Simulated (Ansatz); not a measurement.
## LuHg (Pm-3m): phonons along a line and the smearing

Does LuHg (Pm-3m) have a Kohn anomaly or a soft branch that a wide smearing hides?

Program: Ansatz 0.2.0. Level of theory: DFT PBEsol, scalar-relativistic, plane waves, PAW. Results are calculated unless marked as measured.

### Step 1. The structure

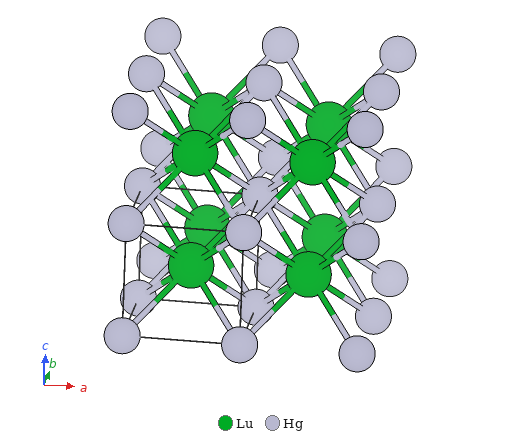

The cell as given, slightly off an axis (lutetium green, mercury light grey). 2×2×2 cells are drawn. Some periodic images of atoms are drawn too.

Structure file:

```cif
data_structure
_symmetry_space_group_name_H-M 'Pm-3m'
_symmetry_Int_Tables_number 221
_cell_length_a 3.6070
_cell_length_b 3.6070
_cell_length_c 3.6070
_cell_angle_alpha 90.000
_cell_angle_beta 90.000
_cell_angle_gamma 90.000
_cell_volume 46.93
loop_
_atom_site_label
_atom_site_type_symbol
_atom_site_symmetry_multiplicity
_atom_site_Wyckoff_symbol
_atom_site_fract_x
_atom_site_fract_y
_atom_site_fract_z
_atom_site_occupancy
Lu1 Lu 1 b 0.50000 0.50000 0.50000 1
Hg1 Hg 1 a 0.00000 0.00000 0.00000 1
```

### Step 2. Relaxing cell and atoms

The structure is brought to rest under this functional.

File input.yaml:

```yaml
crystal:
  lattice:
    - [3.607, 0.0, 0.0]
    - [0.0, 3.607, 0.0]
    - [0.0, 0.0, 3.607]
  atoms:
    - { symbol: Lu, position: [0.5, 0.5, 0.5] }
    - { symbol: Hg, position: [0.0, 0.0, 0.0] }
kpoints:
  mp_grid: { grid: [8, 8, 8] }
hamiltonian:
  xc: pbesol
scf:
  occupations: { method: gaussian, width: 0.1 }
output:
  forces: true
  stress: true
  eigenvalues: true
  write_density: true
  write_potential: true
  elf: true
  volumetric_format: npy
relax:
  adjacent_minimum: "off"
  f_tol: 0.005
  max_steps: 80
  cell: { stress_tol: 0.05 }
```

Started as:

```bash
ansatz run input.yaml --threads 4 --pin off --max-ram 8192MiB --backend cpu --events-out ev --progress --plain --runs-dir out
```

Numbers of over 12 decimals in the logs are rounded to 6 here.

The program printed:

```text
[the first part of the log is left out]
  E_xc         = -437.214957
  E_vxc        = -521.586225  (∫ρ·V_xc dr)
  E_paw        = -17053.904776  (= ΣΔE_a)
  E_vpaw       = -91.156377  (= ΣTr[D̂ρ^β])
  E_aug_tail   = 0.000911  (compensation charges beyond the density's cutoff)
  E_ewald      = -7442.613657
  E_core_change = 1.520819  (= ΣΔE_core)
  E_smearing   = -0.008901  (= −TS)
  E_closure    = -0.000000  (closes the sum)
  Σ components = -28280.568465   (vs F -28280.568465, Δ=0.00e0)
--- Forces (eV/Å), atoms counted from 1 ---
  atom   1  Lu    -0.00000000     0.00000000     0.00000000
  atom   2  Hg     0.00000000    -0.00000000     0.00000000
  max |Σ_I F_I| component: 7.29e-30 eV/Å
--- Stress (GPa, compression-positive) ---
       -0.029412      -0.000000       0.000000
       -0.000000      -0.029412      -0.000000
        0.000000      -0.000000      -0.029412
  P = ⅓ Tr σ = -0.0294 GPa (-0.294 kbar)
--- Band table (eV; the first three rows and the last of 35) ---
  k-point 0: bands = ["-98.7214", "-47.0699", "-47.0699", "-47.0699", "-39.7984", "-10.3986", "-10.3986", "-10.3986", "8.0569", "8.9137", "8.9137", "9.6187", "9.6187", "9.6187", "11.4490", "11.4490", "11.4490", "11.4543", "11.4543", "11.4543", "11.4736", "17.4360", "17.4360", "21.4856", "21.4856", "21.4856", "21.5229"]
  k-point 1: bands = ["-98.7214", "-47.0705", "-47.0699", "-47.0699", "-39.7975", "-10.4282", "-10.3966", "-10.3966", "8.2973", "8.9371", "9.0060", "9.5920", "9.5920", "9.6238", "11.4480", "11.4530", "11.4530", "11.4534", "11.4613", "11.4613", "11.4810", "17.2277", "17.3844", "20.1537", "20.1537", "20.5523", "21.4336"]
  k-point 2: bands = ["-98.7214", "-47.0719", "-47.0698", "-47.0698", "-39.7953", "-10.4989", "-10.3919", "-10.3919", "8.8698", "8.9944", "9.3695", "9.5294", "9.5294", "9.6360", "11.4351", "11.4625", "11.4625", "11.4648", "11.4781", "11.4781", "11.4993", "15.9647", "17.2566", "19.1046", "19.1046", "20.3831", "21.3091"]
  k-point 34: bands = ["-98.7212", "-47.0732", "-47.0732", "-47.0732", "-39.7810", "-10.5491", "-10.5491", "-10.5491", "9.1833", "9.1833", "9.1833", "10.1021", "10.1021", "11.3754", "11.4459", "11.4459", "11.4459", "11.4785", "11.4785", "11.4785", "14.8497", "14.8497", "14.8497", "15.4045", "22.3256", "22.3256", "22.3256"]
--- Relaxed structure (3 steps of the walk, 3 accepted, 1 SCFs on fresh bases) ---
  F+E_penalty+E_count = -28280.56846533 eV   max|allowed force component| = 4.996e-30 eV/Å   (the final SCF, on the basis selected at the relaxed cell)
  cell:  # Å, volume = 46.2348 Å³
    - [3.589134, 0, 0]
    - [0, 3.589134, 0.0]
    - [0, 0.0, 3.589134]
  atoms:
    - { symbol: Lu, position: [0.5, 0.5, 0.5] }
    - { symbol: Hg, position: [0, 0, 0] }
```

Elapsed: 3.8 s, on 4 threads of Arm Neoverse V2, shared host; peak memory 0.38 GiB.

Step by step:

```csv
step,energy less that of the first step (eV),largest force component (eV/Å),pressure (GPa),volume (Å³)
1,0.0000,0.0000,-1.20,46.93
2,-0.0014,0.0000,1.01,45.67
3,-0.0029,0.0000,-0.03,46.23
4,-0.0027,0.0000,-0.03,46.23
```

The log counts 1 steps on a newly chosen plane-wave basis, not all of them marked here; energy and pressure can jump at such steps.

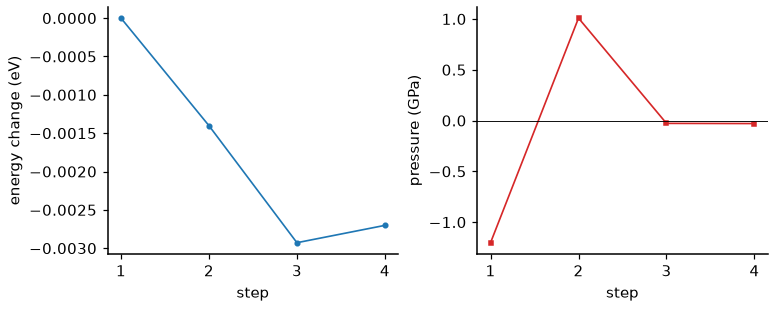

Energy and pressure along the relaxation.

```csv
"conventional cell, symmetrised",before,after,change
a (Å),3.607,3.589,-0.5 %
b (Å),3.607,3.589,-0.5 %
c (Å),3.607,3.589,-0.5 %
volume (Å³/atom),23.46,23.12,-1.5 %
```

The relaxed structure:

```cif
data_structure
_symmetry_space_group_name_H-M 'P 1'
_symmetry_Int_Tables_number 1
_cell_length_a 3.5891
_cell_length_b 3.5891
_cell_length_c 3.5891
_cell_angle_alpha 90.000
_cell_angle_beta 90.000
_cell_angle_gamma 90.000
_cell_volume 46.23
loop_
_atom_site_label
_atom_site_type_symbol
_atom_site_fract_x
_atom_site_fract_y
_atom_site_fract_z
_atom_site_occupancy
Lu1 Lu 0.50000 0.50000 0.50000 1
Hg2 Hg 0.00000 0.00000 0.00000 1
```

Numbers from this step:

| Item | Value |
| --- | --- |
| pressure | -0.02941 GPa |
| volume per atom | 23.12 Å³ |
| metallic on mesh | yes |
| gap on the k-mesh | 0 eV |

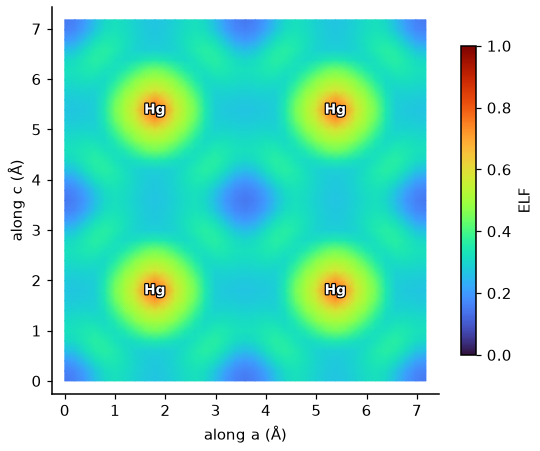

ELF in the ac plane at fractional y = 0.000, with atoms of Hg within 0.2 Å of it. It is the smooth field of the valence electrons, not physical close to the nuclei. The map starts off the cell's origin, so that atoms lie inside it.

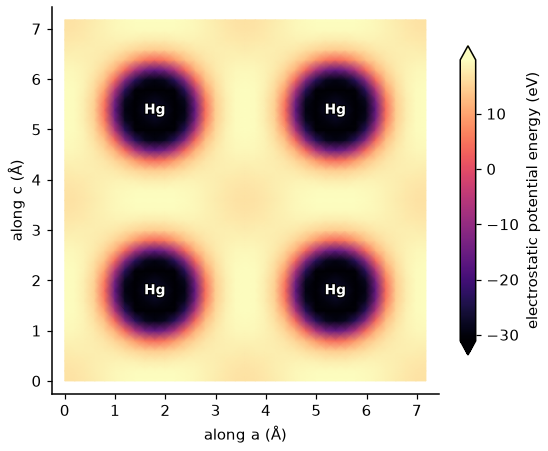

Electrostatic potential energy in the ac plane at fractional y = 0.000, with atoms of Hg within 0.2 Å of it. With pseudopotentials it is smooth inside the atoms' cores, unlike the true potential. The map starts off the cell's origin, so that atoms lie inside it.

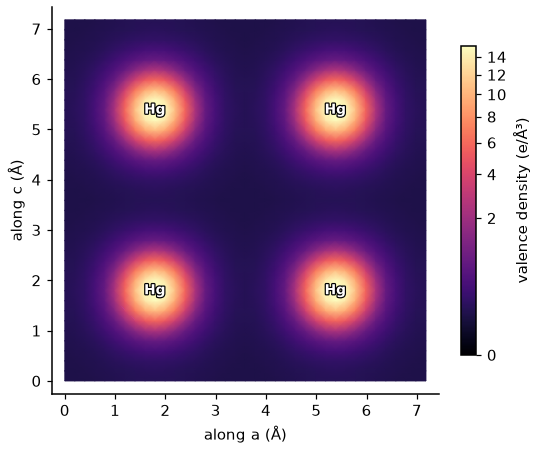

Valence density in the ac plane at fractional y = 0.000, with atoms of Hg within 0.2 Å of it. It is the smooth field of the valence electrons, not physical close to the nuclei. The map starts off the cell's origin, so that atoms lie inside it. The colour scale is stretched toward low values.

The largest force is now zero by symmetry and the largest stress component 0.029 GPa, small enough for phonons.

### Step 3. Phonons along a line: Fermi–Dirac smearing of 0.1 eV

Each wavevector is solved by itself, so no interpolation smooths a dip of the branch.

File input.yaml:

```yaml
crystal:
  lattice:
    - [3.5891338646, 0.0, 0.0]
    - [0.0, 3.5891338646, 0.0]
    - [0.0, 0.0, 3.5891338646]
  atoms:
    - { symbol: Lu, position: [0.5, 0.5, 0.5] }
    - { symbol: Hg, position: [0.0, 0.0, 0.0] }
kpoints:
  mp_grid: { grid: [16, 16, 16] }
hamiltonian:
  xc: pbesol
scf:
  occupations: { method: fermi_dirac, width: 0.1 }
output:
  eigenvalues: true
phonons:
  method: dfpt
  qpoints:
    - [0, 0, 0]
    - [0.0, 0.0625, 0.0]
    - [0.0, 0.1875, 0.0]
    - [0.0, 0.3125, 0.0]
    - [0.0, 0.4375, 0.0]
```

The program printed:

```text
[...]
Crystal: 2 atoms, lattice volume = 46.235 Å³
Basis set: ecut = 420 eV, 895 PW (Γ), exchange–correlation on 48×48×48 points (8 copies of the dense FFT grid, shifted against one another)
Bands: 27, of which v1, the nominal top of the filled ones, is band 23 counted from 1 (22 counted from 0)
Symmetry: 48 space group operations
k-points: 165 of 4096
[...]
SCF iter   1: F=—  HF=-28280.593697 eV  |F-HF|=—  |Δ(HF+E_count)|=         —  Δρ=2.65e-3  dr2=3.23e-3  ethr=1.77e-3  ⟨swp⟩=5.4  Hψ=22410  notcnv=0
[...]
SCF iter  10: F=-28280.591702 eV  HF=-28280.591702 eV  |F-HF|=3.64e-12  |Δ(HF+E_count)|=  1.82e-11  Δρ=4.39e-8  dr2=8.75e-13  ethr=1.00e-12  ⟨swp⟩=8.3  Hψ=30458  notcnv=0
SCF 1 converged in 10 iterations: F = -28280.591702 eV  dr2 = 8.75e-13
[...]
NSCF: frozen V_eff on 165 k-points
[...]
DFPT response loops at q = (0, 0, 0) (fractional): preconditioner auto → Kerker (q_TF=auto, 2.716 Å⁻¹) (partly filled bands, converged f_vac=0.000); β = 1.00, the filter's whole step (`scf.mixing.beta` (0.50) is not read by the response loops under this deck's `scf.mixing.preconditioner`; to damp them name `kerker` or `kerker_dos`, under which they read `scf.mixing.beta`, and type it under 1.00, their step now; both keys bind the ground state too); Broyden in place of MSR1
[...]
SCF converged after 10 iterations
Free energy (F): -28280.591702 eV
[...]
Internal energy: -28280.544834 eV  (E = F + TS)
E sigma→0 (E₀):  -28280.568268 eV
Entropy (-TS):   -0.046868 eV (-23.434 meV/atom)
Fermi energy:    16.957112 eV
[...]
--- Band table (eV; the first three rows and the last of 165) ---
  k-point 0: bands = [... 19 lower, 11.4674, 11.4857, 17.4404, 17.4404, 21.4940, 21.4940, 21.4940, 21.5217]
  k-point 1: bands = [... 19 lower, 11.4692, 11.4876, 17.4060, 17.4271, 20.8005, 20.8005, 21.1560, 21.4804]
  k-point 2: bands = [... 19 lower, 11.4743, 11.4930, 17.2310, 17.3890, 20.1578, 20.1578, 20.5526, 21.4419]
  k-point 164: bands = [... 19 lower, 11.4912, 14.8507, 14.8507, 14.8507, 15.3996, 22.3270, 22.3270, 22.3270]
--- Phonons (Γ-DFPT): 2 representative perturbations + reference (Σ response iterations 7) ---
  ASR residual: 6.600e-4 → 0.000e0 eV/Å²; symmetrization residual: 6.387e-6 eV/Å²
  ASR residual per site (eV/Å²): 6.60e-4 1.21e-4
  Γ frequencies (cm⁻¹): 0.00 0.00 0.00 86.17 86.17 86.17
  non-analytic LO–TO correction: not included (Born effective charges unavailable; polar crystals: no LO–TO splitting at Γ)
--- Phonons (arbitrary-q DFPT): 5 explicit q-points ---
  q = [0, 0, 0] (of the zone-centre solve; hermiticity 5.00e-6, symmetrization 8.27e-12): -0.00 0.00 0.00 86.17 86.17 86.17
  q = [0, 0.0625, 0] (4 solved perturbations in 4032 linear systems a pass and spin channel, the states on 1296 of 4096 k-point pairs; hermiticity 2.84e-6, symmetrization 6.38e-11): 10.68 10.68 16.14 85.91 85.91 87.28
[...]
sum rule: each row above includes the acoustic sum rule's correction from the zone centre's row sums; it moved no ω² by more than (1.01 cm⁻¹)²
```

Wall time 7.5 min (4 threads); peak memory 3.8 GiB; 29 min of CPU time.

Each wavevector solved by linear response. Table of frequency by |q| along the line:

```csv
|q| along the line (Å⁻¹),mode 1 = mode 2 (cm⁻¹),mode 3 (cm⁻¹),mode 4 = mode 5 (cm⁻¹),mode 6 (cm⁻¹)
0.000,0,0,86.2,86.2
0.109,10.7,16.1,85.9,87.3
0.328,30.2,45.2,83.6,94.0
0.547,46.2,65.0,79.9,103
0.766,57.3,71.4,75.8,110
```

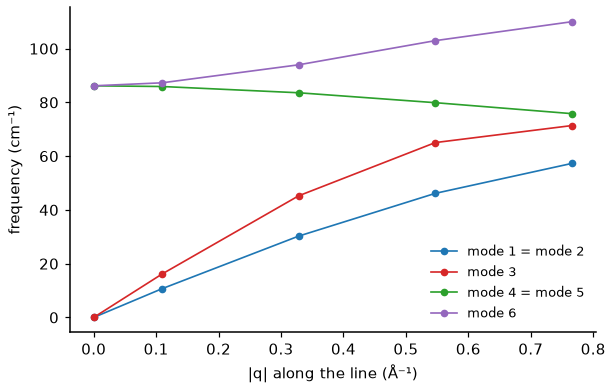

Frequency against |q| along the line.

### Step 4. Phonons along a line: Fermi–Dirac smearing of 0.25 eV

Each wavevector is solved by itself, so no interpolation smooths a dip of the branch.

Changes to input.yaml since step 3:

```diff
@@ -13,3 +13,3 @@
 scf:
-  occupations: { method: fermi_dirac, width: 0.1 }
+  occupations: { method: fermi_dirac, width: 0.25 }
 output:
```

Wider smearing eases the sum over k-points of a metal but moves the result away from its zero-temperature value.

The program printed:

```text
band count auto-derived: 28 (N_el = 45.0; filled up to band 23; 27 by the electrons, moments and atoms)
[...]
Crystal: 2 atoms, lattice volume = 46.235 Å³
Basis set: ecut = 420 eV, 895 PW (Γ), exchange–correlation on 48×48×48 points (8 copies of the dense FFT grid, shifted against one another)
Bands: 28, of which v1, the nominal top of the filled ones, is band 23 counted from 1 (22 counted from 0)
Symmetry: 48 space group operations
k-points: 165 of 4096
[...]
SCF iter   1: F=—  HF=-28280.714302 eV  |F-HF|=—  |Δ(HF+E_count)|=         —  Δρ=3.39e-3  dr2=7.75e-3  ethr=1.77e-3  ⟨swp⟩=5.2  Hψ=22901  notcnv=0
[...]
SCF iter  10: F=-28280.711426 eV  HF=-28280.711426 eV  |F-HF|=1.09e-11  |Δ(HF+E_count)|=  4.66e-10  Δρ=1.49e-7  dr2=6.68e-12  ethr=1.00e-12  ⟨swp⟩=8.6  Hψ=38389  notcnv=0
SCF 1 converged in 10 iterations: F = -28280.711426 eV  dr2 = 6.68e-12
[...]
WARN: eigensolver did not converge (k=6): 1 band(s) unlocked after 20 sweeps at ethr=1.64e-12 eV (storage-precision floor; scheduled 1.00e-12 eV) (lowest unlocked band 27, counted from 0; max residual 1.12e-2 eV among the unlocked bands, 1.12e-2 eV over every band; other slots of this pass that fall short are told together in one closing line; warning suppressed until the next SCF loop or pass starts)
WARN: eigensolver did not converge in 6 slots of this pass, the one above among them; of largest residual over every band (k=6): 1 band(s) unlocked (lowest unlocked band 27, counted from 0; max residual 1.12e-2 eV among the unlocked bands, 1.12e-2 eV over every band); of lowest unlocked band (k=6): band 27
[...]
SCF converged after 10 iterations
Free energy (F): -28280.711426 eV
[...]
Internal energy: -28280.434892 eV  (E = F + TS)
E sigma→0 (E₀):  -28280.573159 eV
Entropy (-TS):   -0.276535 eV (-138.267 meV/atom)
Fermi energy:    16.913304 eV
[...]
--- Band table (eV; the first three rows and the last of 165) ---
  k-point 0: bands = [... 19 lower, 11.5301, 11.5448, 17.4637, 17.4637, 21.5150, 21.5150, 21.5150, 21.5348, ... 1 higher]
  k-point 1: bands = [... 19 lower, 11.5319, 11.5466, 17.4280, 17.4506, 20.8188, 20.8188, 21.1514, 21.5212, ... 1 higher]
  k-point 2: bands = [... 19 lower, 11.5369, 11.5518, 17.2481, 17.4128, 20.1769, 20.1769, 20.5539, 21.4827, ... 1 higher]
  k-point 164: bands = [... 19 lower, 11.5524, 14.8550, 14.8550, 14.8550, 15.3745, 22.3342, 22.3342, 22.3342, ... 1 higher]
[...]
ASR residual: 8.294e-4 → 0.000e0 eV/Å²; symmetrization residual: 3.281e-6 eV/Å²
  ASR residual per site (eV/Å²): 8.29e-4 2.74e-4
  Γ frequencies (cm⁻¹): 0.00 0.00 0.00 86.93 86.93 86.93
[...]
--- Phonons (arbitrary-q DFPT): 5 explicit q-points ---
[...]
```

Run time: 7.6 min. Hardware: 4 threads; peak memory 3.9 GiB; 30 min of CPU time.

Each wavevector solved by linear response. Frequency against |q| along the line:

```csv
|q| along the line (Å⁻¹),mode 1 = mode 2 (cm⁻¹),mode 3 (cm⁻¹),mode 4 = mode 5 (cm⁻¹),mode 6 (cm⁻¹)
0.000,0,0,86.9,86.9
0.109,10.6,15.8,86.7,87.9
0.328,30.3,44.4,84.7,94.3
0.547,46.7,64.6,81.0,103
0.766,57.8,73.4,76.9,109
```

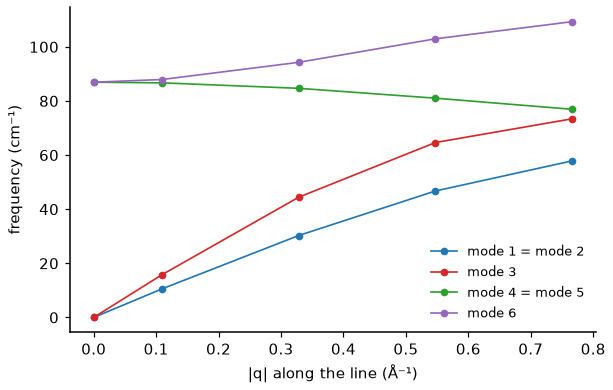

Frequency against |q| along the line.

Against step 3 (now smearing width 0.25 eV), the free energy moves by -59.9 meV an atom.

### Step 5. Phonons along a line: Fermi–Dirac smearing of 0.04 eV

The smearing blurs the Fermi surface that screens the phonons; a Fermi–Dirac width is an electronic temperature.

Changes to input.yaml since step 4:

```diff
@@ -13,3 +13,3 @@
 scf:
-  occupations: { method: fermi_dirac, width: 0.25 }
+  occupations: { method: fermi_dirac, width: 0.04 }
 output:
```

Narrower smearing comes nearer the zero-temperature value but asks more of the mesh.

The program printed:

```text
[...]
Crystal: 2 atoms, lattice volume = 46.235 Å³
Basis set: ecut = 420 eV, 895 PW (Γ), exchange–correlation on 48×48×48 points (8 copies of the dense FFT grid, shifted against one another)
Bands: 27, of which v1, the nominal top of the filled ones, is band 23 counted from 1 (22 counted from 0)
Symmetry: 48 space group operations
k-points: 165 of 4096
[...]
SCF iter   1: F=—  HF=-28280.575556 eV  |F-HF|=—  |Δ(HF+E_count)|=         —  Δρ=2.69e-3  dr2=3.07e-3  ethr=1.77e-3  ⟨swp⟩=5.6  Hψ=22638  notcnv=0
[...]
SCF iter  10: F=-28280.573491 eV  HF=-28280.573491 eV  |F-HF|=1.46e-11  |Δ(HF+E_count)|=  7.28e-12  Δρ=3.69e-8  dr2=7.83e-13  ethr=1.00e-12  ⟨swp⟩=8.6  Hψ=30732  notcnv=0
SCF 1 converged in 10 iterations: F = -28280.573491 eV  dr2 = 7.83e-13
[...]
SCF converged after 10 iterations
Free energy (F): -28280.573491 eV
[...]
Internal energy: -28280.568144 eV  (E = F + TS)
E sigma→0 (E₀):  -28280.570817 eV
Entropy (-TS):   -0.005347 eV (-2.674 meV/atom)
Fermi energy:    16.964758 eV
[...]
--- Band table (eV; the first three rows and the last of 165) ---
  k-point 0: bands = [... 19 lower, 11.4493, 11.4689, 17.4339, 17.4339, 21.4822, 21.4822, 21.4822, 21.5238]
  k-point 1: bands = [... 19 lower, 11.4511, 11.4708, 17.3998, 17.4205, 20.7952, 20.7952, 21.1576, 21.4686]
  k-point 2: bands = [... 19 lower, 11.4563, 11.4763, 17.2262, 17.3822, 20.1523, 20.1523, 20.5524, 21.4301]
  k-point 164: bands = [... 19 lower, 11.4736, 14.8495, 14.8495, 14.8495, 15.4074, 22.3251, 22.3251, 22.3251]
[...]
ASR residual: 1.377e-4 → 0.000e0 eV/Å²; symmetrization residual: 6.755e-6 eV/Å²
  ASR residual per site (eV/Å²): 1.38e-4 2.44e-5
  Γ frequencies (cm⁻¹): 0.00 0.00 0.00 85.72 85.72 85.72
[...]
--- Phonons (arbitrary-q DFPT): 5 explicit q-points ---
[...]
```

Run time: 7.2 min. Hardware: 4 threads; peak memory 3.8 GiB.

[end of part 1 of 2]

[Logs are printed without paths, hosts, clocks, repeated set-up lines and the standing remarks that a program may print on its own settings, such as how far it seeks lower states.]

[Hosts, paths, dates, database ids (printed as entryN), source tags and the programs' standing remarks are cut or masked in the printed files.]
